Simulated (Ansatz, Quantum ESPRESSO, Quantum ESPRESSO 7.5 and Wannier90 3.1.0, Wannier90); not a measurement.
**straight Ta chain, spacing 2.23 Å: Wannier functions and conductance**

Wanted: localised orbitals and the quantum conductance of this wire: straight Ta chain, spacing 2.23 Å.

Calculated with Quantum ESPRESSO 7.5 and Wannier90 3.1.0; plane-wave DFT, PBE, GBRV ultrasoft pseudopotentials (cross-check by Ansatz 0.2.0 with PAW datasets).

## (1) The starting structure

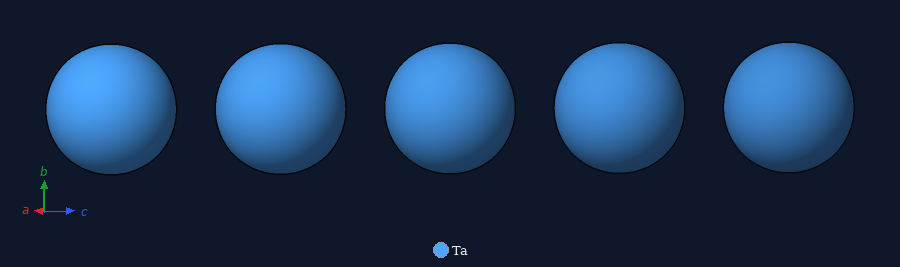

The cell as given, from the side, with the c axis across the page (tantalum blue). 1×1×4 cells are drawn. Some periodic images of atoms are drawn too.

The cell holds 1 atom: 1 Ta. Cell: a = 8.000 Å, b = 8.000 Å, c = 2.232 Å, α = 90.0°, β = 90.0°, γ = 90.0°. Vacuum lies along a and b. The structure's axis is c.

## (2) Self-consistent run

Contents of scf.in:

```
&control
  prefix = 'scf'
  outdir = './out'
  pseudo_dir = './pseudo'
  calculation = 'scf'
  tprnfor = .true.
/
&system
  ibrav = 0
  nat = 1
  ntyp = 1
  ecutwfc = 34
  ecutrho = 170
  occupations = 'smearing'
  smearing = 'mv'
  degauss = 0.005
/
&electrons
  conv_thr = 1e-07
  mixing_beta = 0.4
  electron_maxstep = 120
  mixing_mode = 'local-TF'
/
ATOMIC_SPECIES
  Ta  180.9479  ta_pbe_v1.uspp.F.UPF
CELL_PARAMETERS angstrom
  8.00000000000000 0.00000000000000 0.00000000000000
  0.00000000000000 8.00000000000000 0.00000000000000
  0.00000000000000 0.00000000000000 2.23200000000000
ATOMIC_POSITIONS crystal
  Ta  0.000000000000 0.000000000000 0.000000000000
K_POINTS automatic
  1 1 32 0 0 0
```

The run is started by

```bash
$ OMP_NUM_THREADS=1 mpirun -n 4 pw.x -nk 2 -in scf.in > scf.out
```

Output:

```text
Program PWSCF v.7.5 starts
[citation notice left out]

     Parallel version (MPI & OpenMP), running on       4 processor cores
     Number of MPI processes:                 4
     Threads/MPI process:                     1

     MPI processes distributed on     1 nodes
[...]
Current dimensions of program PWSCF are:
     Max number of different atomic species (ntypx) = 10
     Max number of k-points (npk) =  40000
     Max angular momentum in pseudopotentials (lmaxx) =  4
     Message from routine setup:
     using ibrav=0 with symmetry is DISCOURAGED, use correct ibrav instead

     K-points division:     npool     =       2
     R & G space division:  proc/nbgrp/npool/nimage =       2
     Subspace diagonalization in iterative solution of the eigenvalue problem:
     a serial algorithm will be used

     Parallelization info
     --------------------
     sticks:   dense  smooth     PW     G-vecs:    dense   smooth      PW
     Min        1546    1234    396                18070    12881    2324
     Max        1547    1235    397                18071    12882    2325
     Sum        3093    2469    793                36141    25763    4649

     Using Slab Decomposition

     bravais-lattice index     =            0
     lattice parameter (alat)  =      15.1178  a.u.
     unit-cell volume          =     963.9861 (a.u.)^3
     number of atoms/cell      =            1
     number of atomic types    =            1
     number of electrons       =        13.00
     number of Kohn-Sham states=           11
     kinetic-energy cutoff     =      34.0000  Ry
     charge density cutoff     =     170.0000  Ry
     scf convergence threshold =      1.0E-07
     mixing beta               =       0.4000
     number of iterations used =            8  local-TF  mixing
     Exchange-correlation= SLA  PW   PBE  PBE
                           (   1   4   3   4   0   0   0)

     celldm(1)=  15.117809  celldm(2)=   0.000000  celldm(3)=   0.000000
     celldm(4)=   0.000000  celldm(5)=   0.000000  celldm(6)=   0.000000

     crystal axes: (cart. coord. in units of alat)
               a(1) = (   1.000000   0.000000   0.000000 )
               a(2) = (   0.000000   1.000000   0.000000 )
               a(3) = (   0.000000   0.000000   0.279000 )

     reciprocal axes: (cart. coord. in units 2 pi/alat)
               b(1) = (  1.000000  0.000000  0.000000 )
               b(2) = (  0.000000  1.000000  0.000000 )
               b(3) = (  0.000000  0.000000  3.584229 )

     PseudoPot. # 1 for Ta read from file:
     ./pseudo/ta_pbe_v1.uspp.F.UPF
     Pseudo is Ultrasoft + core correction, Zval = 13.0
     Generated by new atomic code, or converted to UPF format
     Using radial grid of  921 points,  7 beta functions with:
                l(1) =   0
                l(2) =   0
                l(3) =   1
                l(4) =   1
                l(5) =   2
                l(6) =   2
                l(7) =   3
     Q(r) pseudized with  6 coefficients,  rinner =    1.300   1.300   1.300
                                                       1.300   1.300   1.300
                                                       1.300

     atomic species   valence    mass     pseudopotential
     Ta               13.00   180.94790     Ta( 1.00)

     16 Sym. Ops., with inversion, found

   Cartesian axes

     site n.     atom                  positions (alat units)
         1        Ta     tau(   1) = (   0.0000000   0.0000000   0.0000000  )

     number of k points=    17  Marzari-Vanderbilt smearing, width (Ry)=  0.0050
                       cart. coord. in units 2pi/alat
        k(    1) = (   0.0000000   0.0000000   0.0000000), wk =   0.0625000
        k(    2) = (   0.0000000   0.0000000   0.1120072), wk =   0.1250000
        k(    3) = (   0.0000000   0.0000000   0.2240143), wk =   0.1250000
        k(    4) = (   0.0000000   0.0000000   0.3360215), wk =   0.1250000
        k(    5) = (   0.0000000   0.0000000   0.4480287), wk =   0.1250000
        k(    6) = (   0.0000000   0.0000000   0.5600358), wk =   0.1250000
        k(    7) = (   0.0000000   0.0000000   0.6720430), wk =   0.1250000
        k(    8) = (   0.0000000   0.0000000   0.7840502), wk =   0.1250000
        k(    9) = (   0.0000000   0.0000000   0.8960573), wk =   0.1250000
        k(   10) = (   0.0000000   0.0000000   1.0080645), wk =   0.1250000
[...]
k(   17) = (   0.0000000   0.0000000  -1.7921147), wk =   0.0625000

     Dense  grid:    36141 G-vectors     FFT dimensions: (  64,  64,  18)

     Smooth grid:    25763 G-vectors     FFT dimensions: (  60,  60,  15)

     Estimated max dynamical RAM per process >      64.09 MB

     Estimated total dynamical RAM >     247.55 MB

     Check: negative core charge=   -0.000003

     Initial potential from superposition of free atoms

     starting charge      12.9989, renormalised to      13.0000

     negative rho (up, down):  9.810E-02 0.000E+00
     Starting wfcs are   13 randomized atomic wfcs

     total cpu time spent up to now is        0.4 secs

     per-process dynamical memory:    18.8 Mb

     Self-consistent Calculation

     iteration #  1     ecut=    34.00 Ry     beta= 0.40
     Davidson diagonalization with overlap
     ethr =  1.00E-02,  avg # of iterations =  2.3

     negative rho (up, down):  9.845E-02 0.000E+00

     total cpu time spent up to now is        0.7 secs

     total energy              =    -141.50673499 Ry
     estimated scf accuracy    <       0.23329447 Ry

     iteration #  2     ecut=    34.00 Ry     beta= 0.40
[...]
negative rho (up, down):  9.809E-02 0.000E+00

[...]
total energy              =    -141.47422595 Ry
     estimated scf accuracy    <       0.09817754 Ry

     iteration #  3     ecut=    34.00 Ry     beta= 0.40
[...]
negative rho (up, down):  9.693E-02 0.000E+00

[...]
total energy              =    -141.47597936 Ry
     estimated scf accuracy    <       0.01187187 Ry

     iteration #  4     ecut=    34.00 Ry     beta= 0.40
[...]
negative rho (up, down):  9.651E-02 0.000E+00

[...]
total energy              =    -141.47742849 Ry
     estimated scf accuracy    <       0.00453205 Ry

     iteration #  5     ecut=    34.00 Ry     beta= 0.40
[...]
negative rho (up, down):  9.631E-02 0.000E+00

[...]
total energy              =    -141.47716540 Ry
     estimated scf accuracy    <       0.00140132 Ry

     iteration #  6     ecut=    34.00 Ry     beta= 0.40
[...]
negative rho (up, down):  9.661E-02 0.000E+00

[...]
total energy              =    -141.47741892 Ry
     estimated scf accuracy    <       0.00041538 Ry

     iteration #  7     ecut=    34.00 Ry     beta= 0.40
[...]
negative rho (up, down):  9.664E-02 0.000E+00

[...]
total energy              =    -141.47745621 Ry
     estimated scf accuracy    <       0.00002852 Ry

     iteration #  8     ecut=    34.00 Ry     beta= 0.40
[...]
negative rho (up, down):  9.663E-02 0.000E+00

[...]
total energy              =    -141.47747133 Ry
     estimated scf accuracy    <       0.00000276 Ry

     iteration #  9     ecut=    34.00 Ry     beta= 0.40
[...]
negative rho (up, down):  9.663E-02 0.000E+00

[...]
total energy              =    -141.47747138 Ry
     estimated scf accuracy    <       0.00000317 Ry

     iteration # 10     ecut=    34.00 Ry     beta= 0.40
[...]
negative rho (up, down):  9.663E-02 0.000E+00

[...]
total energy              =    -141.47747210 Ry
     estimated scf accuracy    <       0.00000018 Ry

     iteration # 11     ecut=    34.00 Ry     beta= 0.40
[...]
negative rho (up, down):  9.663E-02 0.000E+00

[...]
End of self-consistent calculation

          k = 0.0000 0.0000 0.0000 (  3187 PWs)   bands (ev):

   -69.1953 -35.8099 -35.8099 -32.6633  -5.4082  -3.3632  -1.5662  -1.5321
     0.4853   0.4853   2.4004

          k = 0.0000 0.0000 0.1120 (  3171 PWs)   bands (ev):

   -69.1884 -35.8028 -35.8028 -32.7302  -5.2852  -3.3232  -1.5436  -1.5097
     0.4850   0.4850   2.4295

          k = 0.0000 0.0000 0.2240 (  3211 PWs)   bands (ev):

   -69.1680 -35.7824 -35.7824 -32.9264  -4.9293  -3.1965  -1.4764  -1.4429
     0.4778   0.4778   2.5165

          k = 0.0000 0.0000 0.3360 (  3212 PWs)   bands (ev):

   -69.1348 -35.7487 -35.7487 -33.2361  -4.3880  -2.9533  -1.3650  -1.3324
     0.4434   0.4434   2.6616

          k = 0.0000 0.0000 0.4480 (  3216 PWs)   bands (ev):

   -69.0899 -35.7027 -35.7027 -33.6383  -3.7723  -2.5096  -1.2111  -1.1797
     0.3447   0.3447   2.8646

          k = 0.0000 0.0000 0.5600 (  3228 PWs)   bands (ev):

   -69.0348 -35.6463 -35.6463 -34.1077  -3.2356  -1.7462  -1.0169  -0.9869
     0.1336   0.1337   3.1256

[...]
the Fermi energy is    -1.1940 ev

!    total energy              =    -141.47747208 Ry
     estimated scf accuracy    <       0.00000005 Ry
     smearing contrib. (-TS)   =       0.00004629 Ry
     internal energy E=F+TS    =    -141.47751837 Ry

     The total energy is F=E-TS. E is the sum of the following terms:
     one-electron contribution =    -168.36528942 Ry
     hartree contribution      =      81.06912464 Ry
     xc contribution           =     -42.16739991 Ry
     ewald contribution        =     -12.01395368 Ry

     convergence has been achieved in  11 iterations

     negative rho (up, down):  9.663E-02 0.000E+00

     Forces acting on atoms (cartesian axes, Ry/au):

     atom    1 type  1   force =     0.00000000    0.00000000    0.00000000

     Total force =     0.000000     Total SCF correction =     0.000000

[...]
=------------------------------------------------------------------------------=
   JOB DONE.
=------------------------------------------------------------------------------=
```

Run time: 4.5 s. Hardware: 4 MPI ranks of Arm Neoverse V2, shared host; peak memory 0.24 GiB.

This step gave:

| Quantity | Value |
| --- | --- |
| free energy | -1924.8991 eV |
| Fermi energy | -1.194 eV |

The run needed 11 iterations to bring the estimated error under 1e-07 Ry.

## (3) Full uniform mesh without symmetry

Wannier90 needs the states on a whole uniform mesh, listed point by point, without symmetry.

Contents of nscf.in:

```
&control
  prefix = 'nscf'
  outdir = './out'
  pseudo_dir = './pseudo'
  calculation = 'nscf'
/
&system
  ibrav = 0
  nat = 1
  ntyp = 1
  ecutwfc = 34
  ecutrho = 170
  occupations = 'smearing'
  smearing = 'mv'
  degauss = 0.005
  nosym = .true.
  noinv = .true.
  nbnd = 35
/
&electrons
  conv_thr = 1e-08
  mixing_beta = 0.4
  electron_maxstep = 120
  mixing_mode = 'local-TF'
  diago_full_acc = .true.
/
ATOMIC_SPECIES
  Ta  180.9479  ta_pbe_v1.uspp.F.UPF
CELL_PARAMETERS angstrom
  8.00000000000000 0.00000000000000 0.00000000000000
  0.00000000000000 8.00000000000000 0.00000000000000
  0.00000000000000 0.00000000000000 2.23200000000000
ATOMIC_POSITIONS crystal
  Ta  0.000000000000 0.000000000000 0.000000000000
K_POINTS crystal
16
  0.0000000000 0.0000000000 0.0000000000 0.0625
  0.0000000000 0.0000000000 0.0625000000 0.0625
  0.0000000000 0.0000000000 0.1250000000 0.0625
  0.0000000000 0.0000000000 0.1875000000 0.0625
  0.0000000000 0.0000000000 0.2500000000 0.0625
  0.0000000000 0.0000000000 0.3125000000 0.0625
  0.0000000000 0.0000000000 0.3750000000 0.0625
  0.0000000000 0.0000000000 0.4375000000 0.0625
  0.0000000000 0.0000000000 0.5000000000 0.0625
  0.0000000000 0.0000000000 0.5625000000 0.0625
  0.0000000000 0.0000000000 0.6250000000 0.0625
  0.0000000000 0.0000000000 0.6875000000 0.0625
  0.0000000000 0.0000000000 0.7500000000 0.0625
  0.0000000000 0.0000000000 0.8125000000 0.0625
  0.0000000000 0.0000000000 0.8750000000 0.0625
  0.0000000000 0.0000000000 0.9375000000 0.0625
```

The run is started by

```bash
$ cp -r out/scf.save out/nscf.save
$ cp out/scf.xml out/nscf.xml
$ OMP_NUM_THREADS=1 mpirun -n 4 pw.x -nk 1 -in nscf.in > nscf.out
```

Output:

```text
[banner, memory and clock lines left out]
Program PWSCF v.7.5 starts
[citation notice left out]

[...]
bravais-lattice index     =            0
     lattice parameter (alat)  =      15.1178  a.u.
     unit-cell volume          =     963.9861 (a.u.)^3
     number of atoms/cell      =            1
     number of atomic types    =            1
     number of electrons       =        13.00
     number of Kohn-Sham states=           35
     kinetic-energy cutoff     =      34.0000  Ry
     charge density cutoff     =     170.0000  Ry
     Exchange-correlation= SLA  PW   PBE  PBE
                           (   1   4   3   4   0   0   0)

[...]
PseudoPot. # 1 for Ta read from file:
     ./pseudo/ta_pbe_v1.uspp.F.UPF
     Pseudo is Ultrasoft + core correction, Zval = 13.0
     Generated by new atomic code, or converted to UPF format
     Using radial grid of  921 points,  7 beta functions with:
                l(1) =   0
                l(2) =   0
                l(3) =   1
                l(4) =   1
                l(5) =   2
                l(6) =   2
                l(7) =   3
     Q(r) pseudized with  6 coefficients,  rinner =    1.300   1.300   1.300
                                                       1.300   1.300   1.300
                                                       1.300

     atomic species   valence    mass     pseudopotential
     Ta               13.00   180.94790     Ta( 1.00)

     No symmetry found

[...]
number of k points=    16  Marzari-Vanderbilt smearing, width (Ry)=  0.0050
[...]
Dense  grid:    36141 G-vectors     FFT dimensions: (  64,  64,  18)

     Smooth grid:    25763 G-vectors     FFT dimensions: (  60,  60,  15)

     Check: negative core charge=   -0.000003

     The potential is recalculated from file :
     ./out/nscf.save/charge-density

     negative rho (up, down):  9.663E-02 0.000E+00
     Starting wfcs are   13 randomized atomic wfcs +   22 random wfcs

     Band Structure Calculation
     Davidson diagonalization with overlap

     ethr =  7.69E-11,  avg # of iterations = 36.4

     End of band structure calculation

          k = 0.0000 0.0000 0.0000 (  3187 PWs)   bands (ev):

   -69.1989 -35.8131 -35.8131 -32.6674  -5.4117  -3.3652  -1.5683  -1.5341
     0.4843   0.4843   2.4004   3.6795   4.9805   4.9805   5.7044   5.8493
     6.8697   6.8697   8.5353   8.5353  10.0872  10.7399  10.9142  10.9142
    12.0556  12.4501  12.4501  12.9555  13.1699  13.2140  17.8900  17.8900
    18.8770  18.8827  18.8827

          k = 0.0000 0.0000 0.2240 (  3211 PWs)   bands (ev):

   -69.1717 -35.7856 -35.7856 -32.9305  -4.9326  -3.1987  -1.4784  -1.4450
     0.4768   0.4768   2.5165   3.7900   4.9679   4.9679   5.8212   5.9535
     6.2636   6.2636   8.9068   8.9068  10.2017  10.8346  11.1497  11.1497
    12.1736  12.6081  12.6081  13.0677  13.2741  13.3008  18.0368  18.0368
    18.9941  19.3356  19.3356

[...]
the Fermi energy is    -1.1943 ev
     (compare with:    -1.1940 eV, computed in scf)

[...]
```

Run time: 5.2 s. Hardware: 4 MPI ranks; peak memory 0.19 GiB; 21 s of CPU time.

The program's own clock; routines nest. Time by routine:

```csv
routine,wall time (s),calls
PWSCF,4.73,1
electrons,4.5,1
c_bands,4.5,1
cegterg,4.32,37
h_psi,2.55,635
vloc_psi,2.36,635
fftw,2.18,21052
cdiaghg,0.65,598
init_run,0.11,1
h_psi:calbec,0.1,635
calbec,0.09,635
s_psi,0.08,635
add_vuspsi,0.08,635
newd,0.05,1
```

## (4) Neighbour list from wannier90 -pp, with dis_win_max − E_F = 9.0

A first try, with customary settings: the .win file sets projections and windows, and states in the frozen window are kept exactly.

Contents of wan_try.win:

```
num_wann = 9
num_bands = 35
num_iter = 200
num_print_cycles = 20
conv_tol = 1e-8
conv_window = 5
guiding_centres = true
dis_num_iter = 1500
dis_conv_tol = 1e-8
dis_win_min = -12.1940
dis_win_max = 7.8060
dis_froz_max = 0.3060
search_shells = 120
fermi_energy = -1.1940

transport = true
transport_mode = bulk
one_dim_axis = z
dist_cutoff = 17.76
dist_cutoff_mode = one_dim
tran_win_min = -4.0
tran_win_max = 2.0
tran_energy_step = 0.02

bands_plot = true
bands_num_points = 96
begin kpoint_path
G 0.0 0.0 0.0 Z 0.0 0.0 0.5
end kpoint_path

begin projections
Ta:s;p;d
end projections

begin unit_cell_cart
ang
  8.0000000000 0.0000000000 0.0000000000
  0.0000000000 8.0000000000 0.0000000000
  0.0000000000 0.0000000000 2.2320000000
end unit_cell_cart

begin atoms_frac
  Ta 0.0000000000 0.0000000000 0.0000000000
end atoms_frac

mp_grid = 1 1 16
begin kpoints
  0.0 0.0 0.0000000000
  0.0 0.0 0.0625000000
  0.0 0.0 0.1250000000
  0.0 0.0 0.1875000000
  0.0 0.0 0.2500000000
  0.0 0.0 0.3125000000
  0.0 0.0 0.3750000000
  0.0 0.0 0.4375000000
  0.0 0.0 0.5000000000
  0.0 0.0 0.5625000000
  0.0 0.0 0.6250000000
  0.0 0.0 0.6875000000
  0.0 0.0 0.7500000000
  0.0 0.0 0.8125000000
  0.0 0.0 0.8750000000
  0.0 0.0 0.9375000000
end kpoints
```

The run is started by

```bash
$ OMP_NUM_THREADS=1 wannier90.x -pp wan_try > wan_try.pp.log
```

Wall time 0.46 s (1 MPI rank); peak memory 0.09 GiB.

## (5) Overlaps and projections

The same post-processing, on the changed run.

Contents of wan_try.p2w.in:

```
&inputpp
  prefix = 'nscf'
  outdir = './out'
  seedname = 'wan_try'
  write_mmn = .true.
  write_amn = .true.
  write_unk = .false.
/
```

The run is started by

```bash
$ OMP_NUM_THREADS=1 mpirun -n 4 pw2wannier90.x -in wan_try.p2w.in > wan_try.p2w.out
```

The job ended after 2.6 s (4 MPI ranks; peak memory 0.18 GiB).

[end of part 1 of 6]

[Logs are printed without paths, hosts, clocks, repeated set-up lines and the standing remarks that a program may print on its own settings, such as how far it seeks lower states.]

[Hosts, paths, dates, database ids (printed as entryN), source tags and the programs' standing remarks are cut or masked in the printed files.]

[Maps of the electrostatic potential energy from Ansatz leave out the sawtooth potential of an applied field or a dipole correction, so their vacuum need not be flat; planar profiles and work functions include it.]
